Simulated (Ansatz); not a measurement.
# Abstraction of F: GeH2F2 + SiH(SiH3)F → GeH2F + SiH(SiH3)F2

Species: GeH2F2 (difluorogermane) `[F][GeH2][F]`, singlet; SiH(SiH3)F, doublet; GeH2F `[F][GeH2]`, doublet; SiH(SiH3)F2, singlet. A radical takes F: the energy is the difference in strength between the Ge–F bond broken and the Si–F bond made.

Shapes, held fixed at every level: PBE0-D4/def2-TZVP. Programs: Ansatz 0.2.0. The zero-point and thermal change to 298 K, harmonic and unscaled (PBE0-D4/def2-TZVP), is -0.1 kJ/mol.

```
              level                    kind  ΔH(298 K) (kJ/mol)  less CCSD(T)/def2-TZVPP
     MP2/def2-TZVPP     perturbation theory               -93.5                     -1.1
        HF/def2-SVP            Hartree–Fock               -83.1                     +9.3
      HF/def2-TZVPP            Hartree–Fock               -97.9                     -5.5
   SPW92/def2-TZVPP                     LDA               -93.5                     -1.1
B3LYP-D4/def2-TZVPP           global hybrid               -98.4                     -6.0
BHLYP-D4/def2-TZVPP           global hybrid              -101.0                     -8.6
 wB97M-V/def2-TZVPP  range-separated hybrid              -104.7                    -12.3
 CCSD(T)/def2-TZVPP   coupled cluster or CI               -92.4                      0.0
```

The highest level, CCSD(T)/def2-TZVPP, gives ΔH(298 K) = -92.4 kJ/mol; the levels span -104.7 to -83.1. The column of differences is taken from that level and isn't an error. No measured value is set beside it here. Open shells run unrestricted. Relativity is left out for Ge. Outer-core shells of Ge are correlated in most correlated rows, in sets that cover them unevenly.

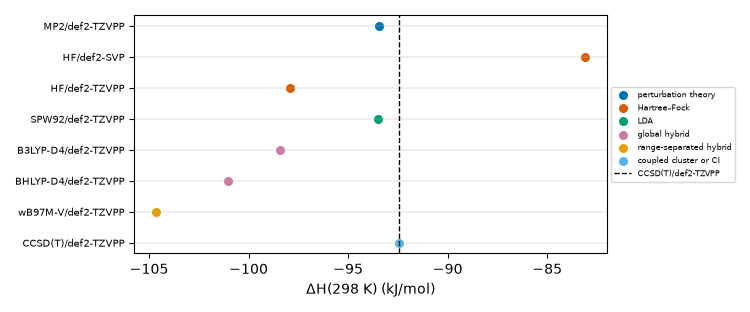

The values of the table, level by level.
